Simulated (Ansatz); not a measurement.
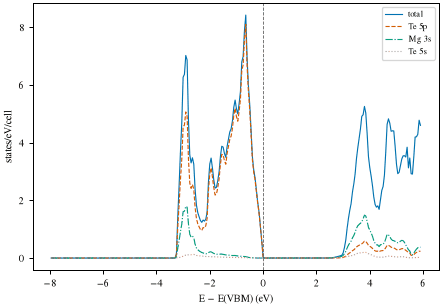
Figure. Total and projected density of states of MgTe (wurtzite, P6_3mc), plane-wave PAW PBEsol (Ansatz code)

Question: Which orbitals carry the states next to the gap?

Answer: Top 1 eV of the valence band: Te 5p 96 %. Bottom 1 eV of the conduction band: Mg 3s 34 %, Te 5p 11 %, Te 5s 6 %, outside the projected shells 49 %. Projections are on Löwdin-orthogonalised atomic valence shells; empty p or d shells of many metals are not among them.

Question: Where is the tallest occupied peak in this window, and what makes it?

Answer: Near -0.6 eV, about 8.4 states/eV per cell; the largest projected share is Te 5p.

The PBEsol relaxation kept the symmetry of its start. Spin–orbit coupling is left out wherever it is not named.

Potentials: the later of the program's two PAW sets.
